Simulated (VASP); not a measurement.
Input:

```
CELL_PARAMETERS angstrom
      0.00000     1.95835     1.95835
      1.95835     0.00000     1.95835
      1.95835     1.95835     0.00000
ATOMIC_POSITIONS crystal
  Pt 0.00000 0.00000 0.00000
```

Level of theory: PBE GGA with D3 dispersion (zero damping), VASP's PBE PAW potentials (set 64) (plane waves; VASP). Settings: 520 eV cut-off, 18×18×18 Γ-centred mesh, tetrahedra with Blöchl corrections, potentials Pt.

Unless said otherwise, spin-orbit coupling is left out, though it shifts the bands of the heavy elements here.

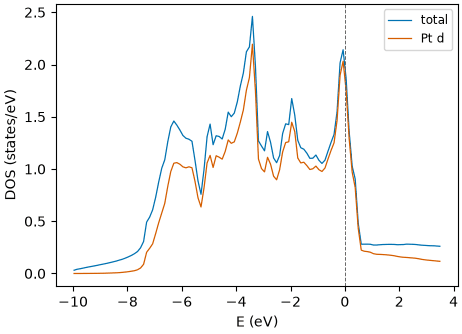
Figure. Total and projected density of states, zero at the Fermi level

Within 2 eV below the Fermi level the largest weight inside VASP's projection spheres is Pt d.

It has no gap at this level: it comes out as a metal or semimetal.

The compound is Pt in the fcc structure. It was relaxed first.
